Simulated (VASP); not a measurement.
Shape and ions are relaxed at each volume.

Energy against volume of MgH$_{2}$ (rutile). Calculation: vdW-DF-cx, VASP's PBE PAW potentials (set 64) (plane waves; VASP 6.6.1).

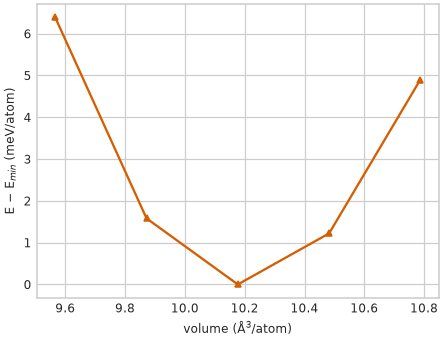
Fig. 1. Energy against volume

**Question.** Estimate the equilibrium volume and the bulk modulus.

**Answer.** The minimum lies near 10.2 Å³/atom, and the curvature gives B0 of about 49 GPa.

The compound is MgH2 in the rutile structure. It was relaxed first.
